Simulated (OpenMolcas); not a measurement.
# CH2O2 (formic acid): levels of theory compared

Aim: a comparison of 6 runs (HF/cc-pVTZ, B3LYP/6-31G*, B3LYP/cc-pVTZ, M06-L/cc-pVTZ, r2SCAN/cc-pVTZ, CCSD(T)/cc-pVTZ) of CH2O2 (formic acid). 

The calculation is run with OpenMolcas 26.06.

### Step 1. Starting point

The species is CH2O2 (5 atoms), meant as a singlet with charge 0. As SMILES, `O=CO`. The coordinates come from a PBE0-D4/def2-TZVP relaxation. This is one conformer, not always the lowest.

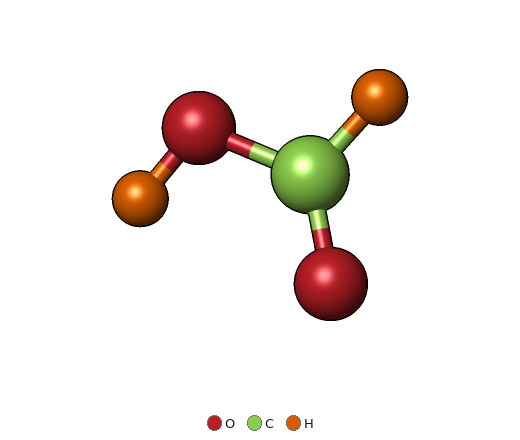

The structure, seen from a chosen angle (oxygen red, carbon green, hydrogen orange).

### Step 2. Energy and forces at HF/cc-pVTZ (run 1)

Contents of geom.xyz:

```xyz
5

O     -0.387130    -0.425720     1.205310
C     -0.230880    -0.347230     0.024010
O      0.456980     0.613310    -0.598030
H     -0.631770    -1.055030    -0.715060
H      0.792790     1.214660     0.083770
```

Contents of run.input:

```
* CH2O2 Hartree-Fock
>>> EXPORT MOLCAS_PRINT=2

&GATEWAY
 BasLib = $CurrDir
 Coord = geom.xyz
 Basis = cc-pVTZ
 Group = NoSym

&SEWARD

&SCF
 Thresholds = 1e-10 1e-07 1e-07 1e-05
 PrOrbitals = 1 1

&ALASKA
```

The basis set cc-pVTZ is read from a file made from the Basis Set Exchange's data (not shown).

Run with:

```console
$ export MOLCAS_MEM=1860
$ pymolcas run.input > run.log
```

Log:

```text
--- Start Module: gateway ---
[...]
--- Stop Module: gateway /rc=_RC_ALL_IS_WELL_ ---
[...]
      Basis functions          118
[...]
--- Start Module: scf ---
[...]
       Convergence after  14 Iterations
[...]
::    Total SCF energy                               -188.8418396372
[...]
      Total spin, S                                     0.0000000000
[...]
      Total electronic charge=   24.000000
      Total            charge=   -0.000000
[...]
      Dipole Moment (debye):
      Origin of the operator (angstrom)=   -0.0324   -0.0219    0.2036
                   X=  5.2962E-01               Y=  6.0191E-01               Z= -1.5043E+00           Total=  1.7046E+00
      Quadrupole Moment (debye*angstrom):
[...]
--- Stop Module: scf /rc=_RC_ALL_IS_WELL_ ---
[...]
--- Start Module: alaska ---
[...]
 *              Molecular gradients               *
 **************************************************
  Irreducible representation: a
 ------------------------------------------------------------------------------------------
                              X                       Y                       Z
 ------------------------------------------------------------------------------------------
  O1               -5.61067826967498E-03   -3.40624653308286E-03    3.80522601693727E-02
  C2                9.03464585889635E-04   -9.88155480766917E-04   -1.75873202780190E-02
  O3                8.32581084885042E-04   -2.68081880736126E-03   -2.93429679243928E-02
  H4               -3.00256465773807E-03   -5.73921507101094E-03   -8.79261366014616E-03
  H5                6.87719725657843E-03    1.28144358922198E-02    1.76706416932881E-02
 ------------------------------------------------------------------------------------------
--- Stop Module: alaska /rc=_RC_ALL_IS_WELL_ ---
[...]
```

Run time: 22 s. Hardware: 1 thread of Arm Neoverse V1, shared host; peak memory 0.74 GiB.

### Step 3. Energy and forces at B3LYP/6-31G(d) (Cartesian functions) (run 2)

Contents of job.input:

```
>>> EXPORT MOLCAS_PRINT=2
&GATEWAY
BasLib = $CurrDir
BasisSet
O.6-31Gs....
O1 -0.387130 -0.425720 1.205310 angstrom
O3 0.456980 0.613310 -0.598030 angstrom
End of Basis
BasisSet
C.6-31Gs....
C2 -0.230880 -0.347230 0.024010 angstrom
End of Basis
BasisSet
H.6-31Gs....
H4 -0.631770 -1.055030 -0.715060 angstrom
H5 0.792790 1.214660 0.083770 angstrom
End of Basis
&SEWARD
GridInput
Grid=UltraFine
End of Grid
&SCF
KSDFT = B3LYP
Thresholds = 1e-10 1e-07 1e-07 1e-05
PrOrbitals = 1 1
&ALASKA
```

The basis set 6-31G* is read from a file made from the Basis Set Exchange's data (not shown).

Run with:

```console
$ export MOLCAS_MEM=1860
$ pymolcas job.input > job.log
```

Log:

```text
--- Start Module: gateway ---
[...]
--- Stop Module: gateway /rc=_RC_ALL_IS_WELL_ ---
[...]
      Basis functions           49
[...]
--- Start Module: scf ---
[...]
       Convergence after  15 Iterations
[...]
::    Total KS-DFT energy                            -189.7550537407
[...]
      Total spin, S                                     0.0000000000
[...]
      Total electronic charge=   24.000000
      Total            charge=   -0.000000
[...]
      Dipole Moment (debye):
      Origin of the operator (angstrom)=   -0.0324   -0.0219    0.2036
                   X=  5.8315E-01               Y=  7.3844E-01               Z= -1.0927E+00           Total=  1.4420E+00
      Quadrupole Moment (debye*angstrom):
[...]
--- Stop Module: scf /rc=_RC_ALL_IS_WELL_ ---
[...]
--- Start Module: alaska ---
[...]
 *              Molecular gradients               *
 **************************************************
  Irreducible representation: a
 ------------------------------------------------------------------------------------------
                              X                       Y                       Z
 ------------------------------------------------------------------------------------------
  O1                3.09171931022245E-03    1.92436286382680E-03   -2.06011446892447E-02
  O3               -3.03246406422897E-03   -2.94263459352795E-03    1.23722828483377E-02
  C2                2.30748112688328E-03    5.18481788504399E-03    1.25064984729395E-02
  H4                5.51277934413008E-06    1.92758471366794E-04    1.37426295308929E-03
  H5               -2.37224915223444E-03   -4.35930462670742E-03   -5.65189958521417E-03
 ------------------------------------------------------------------------------------------
--- Stop Module: alaska /rc=_RC_ALL_IS_WELL_ ---
[...]
```

Run time: 13 s. Hardware: 1 thread of Arm Neoverse V1, shared host; peak memory 0.38 GiB.

Runs 3 to 5 aren't shown in full; the table further down has their settings and results.

### Step 4. A single-point energy at CCSD(T)/cc-pVTZ (Cholesky decomposition) (run 6)

Contents of calc.inp:

```
* CH2O2 CCSD(T)
>>> EXPORT MOLCAS_PRINT=2
&GATEWAY
BasLib = $CurrDir
Coord
5
angstrom
O       -0.387130      -0.425720       1.205310
C       -0.230880      -0.347230       0.024010
O        0.456980       0.613310      -0.598030
H       -0.631770      -1.055030      -0.715060
H        0.792790       1.214660       0.083770
Basis = cc-pVTZ
Group = NoSym
&SEWARD
High
&SCF
Thresholds = 1e-10 1e-07 1e-07 1e-05
PrOrbitals = 1 2
&CHCC
Frozen = 3
Threshold = 1e-08
MaxIterations = 80
&CHT3
Frozen = 3
```

The basis set cc-pVTZ is read from a file made from the Basis Set Exchange's data (not shown).

Run with:

```console
$ export MOLCAS_MEM=1860
$ pymolcas calc.inp > calc.log
```

Log:

```text
--- Start Module: gateway ---
[...]
--- Stop Module: gateway /rc=_RC_ALL_IS_WELL_ ---
[...]
      Basis functions          118
[...]
       Convergence after  14 Iterations
[...]
::    Total SCF energy                               -188.8418396168
[...]
      Total spin, S                                     0.0000000000
[...]
      Total electronic charge=   24.000000
      Total            charge=   -0.000000
[...]
      Dipole Moment (debye):
      Origin of the operator (angstrom)=   -0.0324   -0.0219    0.2036
                   X=  5.2962E-01               Y=  6.0191E-01               Z= -1.5043E+00           Total=  1.7046E+00
      Quadrupole Moment (debye*angstrom):
[...]
--- Start Module: chcc ---
[...]
--- Stop Module: chcc /rc=_RC_ALL_IS_WELL_ ---
[...]
--- Start Module: cht3 ---
[...]
--- Stop Module: cht3 /rc=_RC_ALL_IS_WELL_ ---
[...]
```

Run time: 10 min. Hardware: 1 thread of Arm Neoverse V1, shared host; peak memory 0.3 GiB.

### Step 5. Overview of the runs

| run | level | Cartesian functions | integration grid | integral approximation | energy (Eh) | dipole moment (D) of the reference | HOMO energy (eV) | LUMO energy (eV) | wall time |
| --- | --- | --- | --- | --- | --- | --- | --- | --- | --- |
| 1 | HF/cc-pVTZ | no | – | none | -188.841840 | 1.70 | -12.83 | 4.01 | 22 s |
| 2 | B3LYP/6-31G* (Cartesian functions) | yes | UltraFine | none | -189.755054 | 1.44 | -7.92 | 0.12 | 13 s |
| 3 | B3LYP/cc-pVTZ | no | UltraFine | none | -189.840562 | 1.53 | -8.22 | -0.31 | 49 s |
| 4 | M06-L/cc-pVTZ | no | UltraFine | none | -189.805428 | 1.53 | -7.05 | -0.85 | 63 s |
| 5 | r2SCAN/cc-pVTZ | no | UltraFine | none | -189.743820 | 1.56 | -7.11 | -0.92 | 67 s |
| 6 | CCSD(T)/cc-pVTZ (Cholesky decomposition) | no | – | CD high | -189.501673 | 1.70 | -12.83 | 4.01 | 10 min |

### Step 6. Summary of results

```
                                          quantity          value
                               run 6: total energy  -189.50167 Eh
         run 6: dipole moment (mean-field density)         1.70 D
        run 6: HOMO energy (Hartree–Fock orbitals)      -12.83 eV
        run 6: LUMO energy (Hartree–Fock orbitals)        4.01 eV
      run 6: HOMO–LUMO gap (Hartree–Fock orbitals)       16.84 eV
run 6: correlation energy (3 core orbitals frozen)     -659.8 mEh
                             run 6: (T) correction     -26.04 mEh
```

In words: Over runs 1, 2, 3, 4, 5 the dipole moment (its size) runs from 1.44 D (B3LYP/6-31G*) to 1.70 D (HF/cc-pVTZ). The two ends differ in method and basis. Over runs 1, 2, 3, 4, 5 the HOMO–LUMO gap runs from 6.20 eV (r2SCAN/cc-pVTZ) to 16.84 eV (HF/cc-pVTZ). Exact exchange widens orbital gaps. Totals of different functionals can't be ranked against each other. All runs together took 14 min, the longest 10 min.
